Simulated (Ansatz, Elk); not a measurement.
# Bonding as seen by X-rays: BaAgS2

Structure refinements treat a crystal as free atoms side by side. For a made-up structure of BaAgS2 (cell and positions from a PBE relaxation) the runs below show what the calculated density changes in F(hkl).

Program: Elk 11.2.3 (patched build). Level of theory: DFT, PBE, all-electron APW+lo, Dirac cores, scalar-relativistic bands, static density, no spin. Results are calculated unless marked as measured.

The structure was built from a prototype and need not be the compound's stable phase.

## 1. Starting point

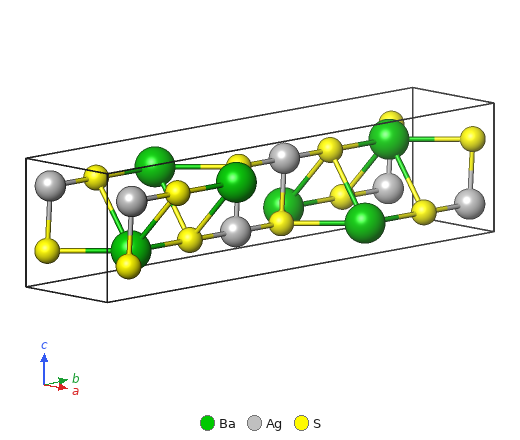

The cell as given, from a free direction (barium green, silver light grey, sulfur yellow). This picture shows the conventional cell, with its axes. Some periodic images of atoms are drawn too.

Structure file:

```cif
data_structure
_symmetry_space_group_name_H-M 'P 1'
_symmetry_Int_Tables_number 1
_cell_length_a 10.5299
_cell_length_b 10.5299
_cell_length_c 4.9833
_cell_angle_alpha 90.000
_cell_angle_beta 90.000
_cell_angle_gamma 155.744
_cell_volume 227.00
loop_
_atom_site_label
_atom_site_type_symbol
_atom_site_fract_x
_atom_site_fract_y
_atom_site_fract_z
_atom_site_occupancy
Ba1 Ba 0.66639 0.33361 0.75000 1
Ba2 Ba 0.33361 0.66639 0.25000 1
Ag3 Ag 0.93696 0.06304 0.75000 1
Ag4 Ag 0.06304 0.93696 0.25000 1
S5 S 0.05489 0.94511 0.75000 1
S6 S 0.81857 0.18143 0.75000 1
S7 S 0.94511 0.05489 0.25000 1
S8 S 0.18143 0.81857 0.25000 1
```

## 2. Ground state and structure factors

An all-electron density is needed, since X-rays see the cores too. Task 0 finds the density and task 195 Fourier-transforms it; tshift is off so that phases refer to the origin typed.

The input, elk.in:

```
tasks
  0
  195

xctype
  20

spinpol
  .false.

rgkmax
  7.0

gmaxvr
  14.0

lmaxo
  7

lmaxapw
  8

swidth
  0.002

tshift
  .false.

ramdisk
  .false.

hmaxvr
  5.5

maxscl
  120

epspot
  1e-06

sppath
  './'

avec
  4.18067492596 -19.45453551670 -0.00000000000
  4.18067492596 19.45453551670 0.00000000000
  -0.00000000000 0.00000000000 9.41716322474

atoms
  3
  'Ba.in'
  2
  0.6663876912 0.3336123088 0.7500000000   0.000000 0.000000 0.000000
  0.3336123088 0.6663876912 0.2500000000   0.000000 0.000000 0.000000
  'Ag.in'
  2
  0.9369581818 0.0630418182 0.7500000000   0.000000 0.000000 0.000000
  0.0630418182 0.9369581818 0.2500000000   0.000000 0.000000 0.000000
  'S.in'
  4
  0.0548858906 0.9451141094 0.7500000000   0.000000 0.000000 0.000000
  0.8185676231 0.1814323769 0.7500000000   0.000000 0.000000 0.000000
  0.9451141094 0.0548858906 0.2500000000   0.000000 0.000000 0.000000
  0.1814323769 0.8185676231 0.2500000000   0.000000 0.000000 0.000000

ngridk
  5 5 5
```

Started as:

```
$ OMP_NUM_THREADS=4 elk
```

Numbers of over 12 decimals in the logs are rounded to 6 here.

Output:

```text
┌─────────────────────────┐
│ Elk code version 11.2.3 │
└─────────────────────────┘

All units are atomic (Hartree, Bohr, etc.)

┌─────────────────────────────────────────────────┐
│ Ground-state run starting from atomic densities │
└─────────────────────────────────────────────────┘

Lattice vectors :
   4.180674926      -19.45453552      -0.000000000
   4.180674926       19.45453552       0.000000000
  -0.000000000       0.000000000       9.417163225

Reciprocal lattice vectors :
  0.7514558556     -0.1614838170       0.000000000
  0.7514558556      0.1614838170       0.000000000
   0.000000000      -0.000000000      0.6672057346

Unit cell volume      :    1531.853946
Brillouin zone volume :   0.1619281094

Muffin-tin inner radius fraction :   0.1000000000E-01

Nuclei treated as point charges

Species : 1 (Ba)
 parameters loaded from : Ba.in
 name : barium
 nuclear charge    :   -56.00000000
 electronic charge :    56.00000000
 atomic mass :    250331.8071
 muffin-tin radius :    2.800000000
 number of radial points in muffin-tin :   1393
 inner part over the whole radius :   0.9950032293E-02
 number on inner part of muffin-tin    :    996
 approximate nuclear radius :   0.9171481901E-04
 number of mesh points to nuclear radius :    504
 atomic positions (lattice), magnetic fields (Cartesian) :
  1 :  -0.33361231  0.33361231 -0.25000000    0.00000000  0.00000000  0.00000000
  2 :   0.33361231 -0.33361231  0.25000000    0.00000000  0.00000000  0.00000000

Species : 2 (Ag)
 parameters loaded from : Ag.in
 name : silver
 nuclear charge    :   -47.00000000
 electronic charge :    47.00000000
 atomic mass :    196631.6998
 muffin-tin radius :    2.458331199
 number of radial points in muffin-tin :   1193
 inner part over the whole radius :   0.9897139284E-02
 number on inner part of muffin-tin    :    848
 approximate nuclear radius :   0.8648227117E-04
 number of mesh points to nuclear radius :    426
 atomic positions (lattice), magnetic fields (Cartesian) :
  1 :  -0.06304182  0.06304182 -0.25000000    0.00000000  0.00000000  0.00000000
  2 :   0.06304182 -0.06304182  0.25000000    0.00000000  0.00000000  0.00000000

Species : 3 (S)
 parameters loaded from : S.in
 name : sulphur
 nuclear charge    :   -16.00000000
 electronic charge :    16.00000000
 atomic mass :    58450.91931
 muffin-tin radius :    2.080126399
 number of radial points in muffin-tin :    793
 inner part over the whole radius :   0.9867477505E-02
 number on inner part of muffin-tin    :    553
 approximate nuclear radius :   0.6195814986E-04
 number of mesh points to nuclear radius :    251
 atomic positions (lattice), magnetic fields (Cartesian) :
  1 :   0.05488589 -0.05488589 -0.25000000    0.00000000  0.00000000  0.00000000
  2 :  -0.18143238  0.18143238 -0.25000000    0.00000000  0.00000000  0.00000000
  3 :  -0.05488589  0.05488589  0.25000000    0.00000000  0.00000000  0.00000000
  4 :   0.18143238 -0.18143238  0.25000000    0.00000000  0.00000000  0.00000000

Total number of atoms per unit cell :    8
Total muffin-tin volume :    459.1732146
 ratio of muffin-tin to unit cell volume :   0.2997499962

Spin treatment :
 spin-unpolarised

Number of Bravais lattice symmetries :    8
Number of crystal symmetries         :    8
Crystal has inversion symmetry
Real symmetric eigensolver will be used

k-point grid :      5     5     5
k-point offset :    0.000000000       0.000000000       0.000000000
k-point set is reduced with full crystal symmetry group
Total number of k-points :       27

Muffin-tin radius times maximum |G+k| :    7.000000000
 using average radius
Maximum |G+k| for APW functions       :    2.972846025
Maximum (1/2)|G+k|²                   :    4.418906744
Maximum |G| for potential and density :    14.00000000
Constant for pseudocharge density :   10
 order of it for each species :   17  17  17
 order of it for pair densities of each species (exact exchange by exxq0 0: 18) :   14  11   6
Radial integration step length :    1

[...]
correlation                 :     -13.619959740126
 electron entropic           :    -0.12263094464281E-02
 total energy                :     -28512.638983808

Density of states at Fermi energy :    95.59693229
 (states/Hartree/unit cell)

Estimated indirect band gap :   0.8433356808E-03
 from k-point 15 to k-point 13
Estimated direct band gap   :   0.4286744813E-02
 at k-point 13

Charges :
 core                        :    168.0000000
 valence                     :    102.0000000
 interstitial                :    15.15060567
 muffin-tins (core leakage)
  species : 1 (Ba)
[...]
species : 2 (Ag)
[...]
species : 3 (S)
[...]
total in muffin-tins        :    254.8493943
 total calculated charge     :    269.9971156
 total charge                :    270.0000000
 error                       :   0.2884365595E-02

RMS change in Kohn-Sham potential (target) :   0.3573245365     (  0.1000000000E-05)
Absolute change in total energy (target)   :   0.6628635033     (  0.1000000000E-03)

[... loops 3 to 14 left out ...]

┌──────────────────┐
│ Loop number : 15 │
└──────────────────┘

Energies :
 Fermi                       :     0.156825
 sum of occupied eigenvalues :     -17293.851662975
 electron kinetic            :      30106.730857957
 core electron kinetic       :      29131.215382612
 Coulomb                     :     -57818.835055935
 Coulomb potential           :     -46359.822746667
 nuclear-nuclear             :     -2533.9985275216
 electron-nuclear            :     -64251.973091542
 Hartree                     :      8967.1365631291
 Madelung                    :     -34638.923682601
 xc potential                :     -1040.7597742647
 exchange                    :     -784.67923310857
 correlation                 :     -13.641018511084
 electron entropic           :    -0.74347517025912E-03
 total energy                :     -28510.425193073

Density of states at Fermi energy :    60.59800518
 (states/Hartree/unit cell)

Estimated indirect band gap :   0.1228018886E-02
 from k-point 18 to k-point 15
Estimated direct band gap   :   0.1753988711E-01
 at k-point 15

Charges :
 core                        :    168.0000000
 valence                     :    102.0000000
 interstitial                :    14.87991907
 muffin-tins (core leakage)
  species : 1 (Ba)
[...]
species : 2 (Ag)
[...]
species : 3 (S)
[...]
total in muffin-tins        :    255.1200809
 total calculated charge     :    269.9971384
 total charge                :    270.0000000
 error                       :   0.2861567480E-02

RMS change in Kohn-Sham potential (target) :   0.6714474511E-06 (  0.1000000000E-05)
Absolute change in total energy (target)   :   0.6011880032E-05 (  0.1000000000E-03)

Convergence targets achieved

┌──────────────────┐
│ Loop number : 16 │
└──────────────────┘

Energies :
 Fermi                       :     0.156825
 sum of occupied eigenvalues :     -17293.851606139
 electron kinetic            :      30106.730887932
 core electron kinetic       :      29131.215393730
 Coulomb                     :     -57818.835054655
 Coulomb potential           :     -46359.822745581
 nuclear-nuclear             :     -2533.9985275216
 electron-nuclear            :     -64251.973082785
 Hartree                     :      8967.1365556520
 Madelung                    :     -34638.923681864
 xc potential                :     -1040.7597484894
 exchange                    :     -784.67923269457
 correlation                 :     -13.641018590623
 electron entropic           :    -0.74347416727355E-03
 total energy                :     -28510.425161483

Density of states at Fermi energy :    60.59790433
 (states/Hartree/unit cell)

Estimated indirect band gap :   0.1228035962E-02
 from k-point 18 to k-point 15
Estimated direct band gap   :   0.1753987663E-01
 at k-point 15

Charges :
 core                        :    168.0000000
 valence                     :    102.0000000
 interstitial                :    14.87991893
 muffin-tins (core leakage)
  species : 1 (Ba)
[...]
species : 2 (Ag)
[...]
species : 3 (S)
[...]
atom 2                    :    14.13326469     (  0.1551653914E-03)
   atom 3                    :    14.13338281     (  0.1549667089E-03)
   atom 4                    :    14.13326469     (  0.1551653914E-03)
 total in muffin-tins        :    255.1200811
 total calculated charge     :    269.9971384
 total charge                :    270.0000000
 error                       :   0.2861569296E-02

┌──────────────────────────────┐
│ Self-consistent loop stopped │
└──────────────────────────────┘

Warning : core states of species 3 leak from the muffin-tin :   0.1551653914E-03

Wrote STATE.OUT
```

Elapsed: 1.8 min, on 4 threads of Arm Neoverse V2, shared host; peak memory 0.46 GiB; 4.9 min of CPU time.

SFACRHO.OUT:

```text

h k l indices transformed by vhmat matrix:
   1.000000000       0.000000000       0.000000000    
   0.000000000       1.000000000       0.000000000    
   0.000000000       0.000000000       1.000000000    

      h      k      l  multipl.   |H|            Re(F)            Im(F)           |F|

      0      0      0      1   0.0000000       270.00000      0.37865763E-15   270.00000    
     -1      1      0      2  0.32296763       14.264234      0.96993020E-13   14.264234    
     -2      2      0      2  0.64593527      -52.302200      0.47832174E-13   52.302200    
      0      0     -1      2  0.66720573      0.13442576E-13 -0.15944058E-13  0.20854636E-13
      1     -1      1      2  0.74126351       22.708645      0.85034976E-13   22.708645    
     -1      1      1      2  0.74126351      -22.708645      0.95664348E-13   22.708645    
     -1      0      0      4  0.76861104       66.725197      0.31888116E-13   66.725197    
     -1      2      0      4  0.89408004       117.06309      0.41188817E-13   117.06309    
      2     -2     -1      2  0.92865271       115.10742     -0.12456295E-12   115.10742    
     -2      2     -1      2  0.92865271      -115.10742     -0.13319932E-12   115.10742    
      3     -3      0      2  0.96890290       46.632712      0.32220284E-12   46.632712    
      0      1      1      4   1.0178047       128.60538     -0.11293708E-13   128.60538    
      0      1     -1      4   1.0178047      -128.60538     -0.66433575E-15   128.60538    
     -3      2      0      4   1.1030011      -61.373840     -0.82377633E-13   61.373840    
      1     -2     -1      4   1.1155907       46.923969     -0.13685316E-12   46.923969    
      2     -1      1      4   1.1155907      -46.923969      0.96993020E-13   46.923969    
     -3      3      1      2   1.1764082       47.247024      0.13419582E-12   47.247024    
      3     -3      1      2   1.1764082      -47.247024      0.13818184E-12   47.247024
```

Elk indexes on the primitive cell of elk.in and gives |H| = 4π sin θ/λ in inverse bohr. Below, one row stands for each form hkl of the conventional cell (m members, Friedel mates merged), F is for one primitive cell and the density is static (no thermal factor). Free-atom factors are Waasmaier and Kirfel's, and R is Σm||F|−|F'||/Σm|F|.

```csv
hkl,m,sin θ/λ (Å⁻¹),"abs F, DFT",neutral atoms,diff.
020,2,0.049,14.264,14.498,-0.234
040,2,0.097,52.302,52.036,+0.267
001,2,0.100,0.000,0.000,+0.000
021,4,0.112,22.709,22.279,+0.429
110,4,0.116,66.725,66.538,+0.187
130,4,0.135,117.063,117.322,-0.259
041,4,0.140,115.107,116.337,-1.230
060,2,0.146,46.633,45.932,+0.700
111,8,0.153,128.605,128.309,+0.296
150,4,0.166,61.374,61.653,-0.280
131,8,0.168,46.924,47.599,-0.675
061,4,0.177,47.247,47.515,-0.268
151,8,0.194,42.935,42.344,+0.591
080,2,0.194,163.419,163.222,+0.197
002,2,0.201,209.654,209.682,-0.028
170,4,0.204,135.029,135.162,-0.133
022,4,0.206,11.748,11.771,-0.023
081,4,0.219,79.299,79.329,-0.030
042,4,0.223,43.821,43.837,-0.016
200,2,0.226,200.026,200.865,-0.839
171,8,0.227,106.741,106.806,-0.065
220,4,0.231,10.751,11.113,-0.363
```

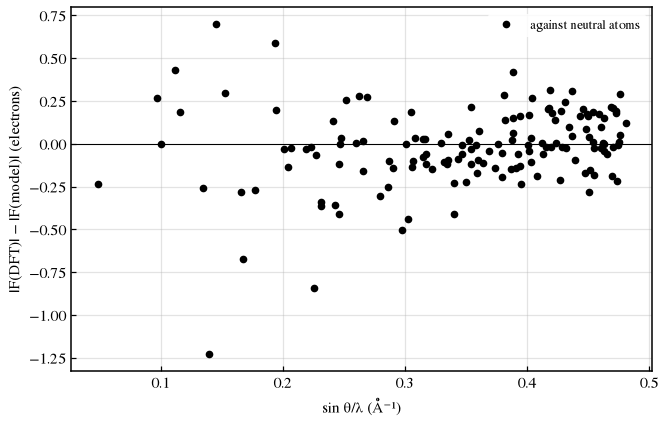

Difference between the calculated structure factors and the independent-atom ones.

## 3. The highest occupied states alone

An energy window below the Fermi level keeps the highest occupied states, to see at which angles they scatter; shallow core shells can lie inside it and anion s states outside. No new self-consistency is needed.

elk.in: that of step 2 with these lines changed.

```diff
@@ -1,3 +1,2 @@
 tasks
-  0
   195
@@ -40,2 +39,5 @@
 
+wsfac
+  -0.284170 0.456830
+
 sppath
```

Started as:

```
$ OMP_NUM_THREADS=4 elk
```

Output:

```text
┌─────────────────────────────────┐
│ Elk code version 11.2.3 started │
└─────────────────────────────────┘

Info(readinput): the functional depends on the density's gradient
 muffin-tin radial points multiplied by    2.00000
 (not where nrmtscf is given)

┌────────────────────┐
│ Current task : 195 │
└────────────────────┘
Info(checkmt): changed muffin-tin radius of species 2 (Ag) from   2.6000 to   2.4583
Info(checkmt): changed muffin-tin radius of species 3 (S) from   2.2000 to   2.0801

Info(sfacrho): density structure factors written to SFACRHO.OUT

 Energy window :  -0.2841700000      0.4568300000

┌──────────────────┐
│ Elk code stopped │
└──────────────────┘
```

Wall time 35 s (4 threads); peak memory 0.29 GiB.

States within 12 eV below the Fermi level hold 49.01 electrons; any levels below the window count with the cores. Their amplitudes can exceed the total, where window and core parts have opposite phase:

```csv
hkl,sin θ/λ (Å⁻¹),"abs F, window","abs F, all"
020,0.049,12.142,14.264
040,0.097,1.438,52.302
001,0.100,0.000,0.000
021,0.112,10.924,22.709
110,0.116,23.008,66.725
130,0.135,3.573,117.063
041,0.140,3.502,115.107
060,0.146,5.795,46.633
111,0.153,9.678,128.605
150,0.166,1.966,61.374
```

## 4. Another functional

The difference from free atoms is small, so it is set against the change that PBEsol makes.

elk.in: that of step 3 with these lines changed.

```diff
@@ -1,2 +1,3 @@
 tasks
+  0
   195
@@ -4,3 +5,3 @@
 xctype
-  20
+  22
 
@@ -39,5 +40,2 @@
 
-wsfac
-  -0.284170 0.456830
-
 sppath
```

Started as:

```
$ OMP_NUM_THREADS=4 elk
```

Output:

```text
┌─────────────────────────┐
│ Elk code version 11.2.3 │
└─────────────────────────┘

All units are atomic (Hartree, Bohr, etc.)

┌─────────────────────────────────────────────────┐
│ Ground-state run starting from atomic densities │
└─────────────────────────────────────────────────┘

Lattice vectors :
   4.180674926      -19.45453552      -0.000000000
   4.180674926       19.45453552       0.000000000
  -0.000000000       0.000000000       9.417163225

Reciprocal lattice vectors :
  0.7514558556     -0.1614838170       0.000000000
[...]
species : 2 (Ag)
[...]
species : 3 (S)
[...]
atom 3                    :    14.10987593     (  0.1560782966E-03)
   atom 4                    :    14.10822623     (  0.1562421199E-03)
 total in muffin-tins        :    255.0154656
 total calculated charge     :    269.9971483
 total charge                :    270.0000000
 error                       :   0.2851744329E-02

┌──────────────────────────────┐
│ Self-consistent loop stopped │
└──────────────────────────────┘

Warning : core states of species 3 leak from the muffin-tin :   0.1562421199E-03

Wrote STATE.OUT
[key lines of the parts left out:]
total energy                :     -28496.485666519
```

The job ended after 1.8 min (4 threads; peak memory 0.43 GiB; 4.9 min of CPU time).

Against the first run R = 0.02 %; the largest change is -0.108 at 080.

## 5. A coarser k-mesh

About half the k-points along each axis test the sampling.

elk.in: that of step 4 with these lines changed.

```diff
@@ -5,3 +5,3 @@
 xctype
-  22
+  20
 
@@ -66,2 +66,2 @@
 ngridk
-  5 5 5
+  2 2 2
```

Started as:

```
$ OMP_NUM_THREADS=4 elk
```

Output:

```text
┌─────────────────────────┐
│ Elk code version 11.2.3 │
└─────────────────────────┘

All units are atomic (Hartree, Bohr, etc.)

┌─────────────────────────────────────────────────┐
│ Ground-state run starting from atomic densities │
└─────────────────────────────────────────────────┘

Lattice vectors :
   4.180674926      -19.45453552      -0.000000000
   4.180674926       19.45453552       0.000000000
  -0.000000000       0.000000000       9.417163225

Reciprocal lattice vectors :
  0.7514558556     -0.1614838170       0.000000000
[...]
species : 2 (Ag)
[...]
species : 3 (S)
[...]
atom 3                    :    14.13289310     (  0.1548758677E-03)
   atom 4                    :    14.14146996     (  0.1553357644E-03)
 total in muffin-tins        :    255.1354096
 total calculated charge     :    269.9970229
 total charge                :    270.0000000
 error                       :   0.2977115220E-02

┌──────────────────────────────┐
│ Self-consistent loop stopped │
└──────────────────────────────┘

Warning : core states of species 3 leak from the muffin-tin :   0.1553357644E-03

Wrote STATE.OUT
[key lines of the parts left out:]
total energy                :     -28510.439441464
```

Run time: 62 s. Hardware: 4 threads; peak memory 0.44 GiB.

Against the first run R = 0.02 %; the largest change is +0.050 at 170.

## 6. Settings against the effect

```csv
run,R against the first run (%),"R against neutral atoms, low angle (%)",wall time
"PBE, rgkmax 7",0.00,0.37,1.8 min
PBEsol,0.02,0.38,1.8 min
k-mesh 2×2×2,0.02,0.38,62 s
```

## 7. Outcome

- R against neutral atoms, sin θ/λ < 0.3 Å⁻¹: 0.37 %
- R against neutral atoms, 0.3 to 0.48 Å⁻¹: 0.23 %

What this shows: Independent neutral atoms miss the calculated amplitudes by R = 0.37 % below 0.3 Å⁻¹ and 0.23 % from there to 0.48 Å⁻¹; by shells, 0.72 % below 0.15 Å⁻¹ (7 forms), 0.33 % 0.15 to 0.3 (32 forms), 0.21 % 0.3 to 0.45 (78 forms), 0.31 % above 0.45 (27 forms). Bonding, aspherical density and the tables' own atoms all enter these figures, and the runs don't part them. The largest change of an amplitude is -1.23 electrons, at 041. The window's part falls from 49.0 electrons at the origin to at most 1.19 between 0.45 and 0.48 Å⁻¹, where compact states inside the window still scatter. Below 0.3 Å⁻¹ the changes that finished (PBEsol and k-mesh 2×2×2) move F by R = 0.03 % at most, against the 0.37 % that separates it from free atoms. The basis has no finished test. These runs have no spin, though d or f shells may be open. Part of the difference isn't bonding: the tables are fits to free atoms and ions calculated by other methods than this functional. Thermal motion, anomalous dispersion and extinction are left out.

[Logs are printed without paths, hosts, clocks, repeated set-up lines and the standing remarks that a program may print on its own settings, such as how far it seeks lower states.]

[Hosts, paths, dates, database ids (printed as entryN), source tags and the programs' standing remarks are cut or masked in the printed files.]
